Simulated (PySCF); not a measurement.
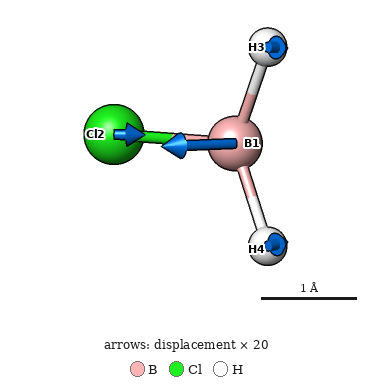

A relaxation of BH₂Cl. The starting structure is drawn; blue arrows show the displacements, magnified 20 times. The two geometries are superimposed by the best rigid fit.

The picture is a ball-and-stick view, seen from a free direction.

It is one of the separated reactants of a reaction.

Theory: RKS PBE0-D4/def2-TZVP, density fitting (PySCF 2.14.0). 

Q: Atoms of which element are displaced furthest, and by how much?

A: Boron: up to 0.045 Å, against 0.017 Å for chlorine.

Q: What did the optimiser do to the structure, and how much energy did it gain?

A: B1 moves most after the best rigid fit: 0.045 Å. Largest moves by element: B 0.045 Å, Cl 0.017 Å, H 0.016 Å. Among the contacts that change: B1–Cl2 1.760 → 1.733 Å. After 5 geometry steps the energy has fallen by 0.024 eV. The run took 22 s on 4 threads of Intel Xeon @ 2.50GHz, with other jobs on the host.
